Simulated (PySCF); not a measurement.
```yaml
atoms:
  - { symbol: B, position_ang: [3.2310, 0.4105, 0.4183] }
  - { symbol: O, position_ang: [2.2548, -0.0770, -0.3444] }
  - { symbol: B, position_ang: [1.2163, -0.5239, -1.0664] }
  - { symbol: C, position_ang: [-0.2212, 0.0830, -0.8881] }
  - { symbol: C, position_ang: [-1.2253, -0.9333, -0.3084] }
  - { symbol: C, position_ang: [-2.4464, -0.0716, 0.0160] }
  - { symbol: C, position_ang: [-1.8773, 1.2899, 0.4653] }
  - { symbol: C, position_ang: [-0.3913, 1.2887, 0.0423] }
  - { symbol: H, position_ang: [3.8978, 1.3285, -0.0049] }
  - { symbol: H, position_ang: [3.4216, -0.0855, 1.5065] }
  - { symbol: H, position_ang: [1.4369, -1.4319, -1.8406] }
  - { symbol: H, position_ang: [-0.5863, 0.3448, -1.9013] }
  - { symbol: H, position_ang: [-0.8174, -1.3753, 0.6184] }
  - { symbol: H, position_ang: [-1.4480, -1.7662, -0.9922] }
  - { symbol: H, position_ang: [-3.0492, 0.0538, -0.8981] }
  - { symbol: H, position_ang: [-3.1045, -0.5315, 0.7688] }
  - { symbol: H, position_ang: [-1.9755, 1.4292, 1.5527] }
  - { symbol: H, position_ang: [-2.4294, 2.1195, -0.0015] }
  - { symbol: H, position_ang: [0.2510, 1.1606, 0.9297] }
  - { symbol: H, position_ang: [-0.0802, 2.2322, -0.4306] }
```

Geometry: PBE0-D3(BJ)/def2-SVP.

Method: PBE0/pcSseg-1, SCF density, gas phase, non-relativistic in PySCF.

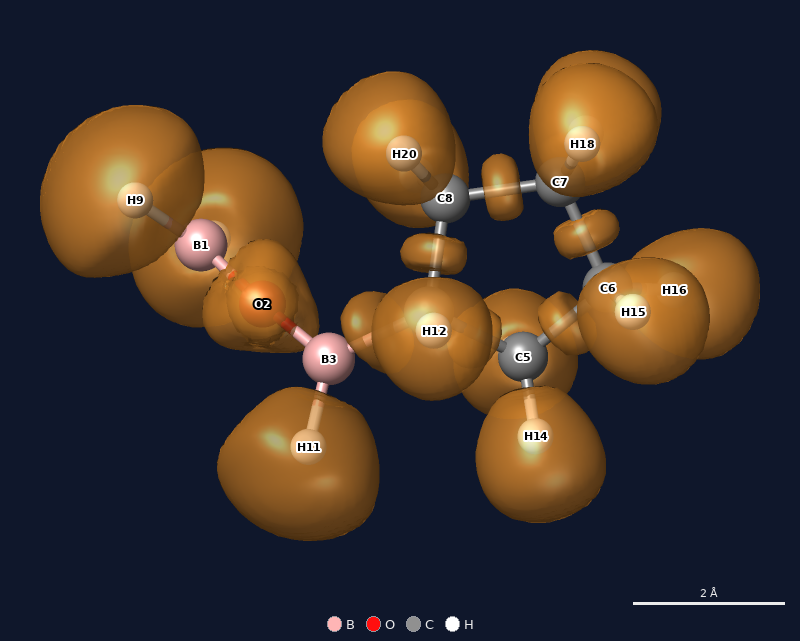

C$_{5}$H$_{12}$B$_{2}$O (SMILES BOBC1CCCC1). Isosurface of the electron localisation function at 0.8 (orange), seen at a tilt. Core shells and regions of very low density are left out.

Identify the bonds, lone pairs and shells in this picture.

Answer. The ELF exceeds this value in one region between bonded B–C atoms (shared pairs), five regions between bonded C–C atoms (shared pairs), twelve regions around hydrogen nuclei and one region on O in which the atom's valence shell and bonds are merged.

Values along the shortest contacts:
B–O (1.33 Å): the ELF peaks at about 0.90 between the atoms (a polar covalent bond). C–C (1.53 Å): the ELF peaks at about 0.95 between the atoms; a covalent bond.
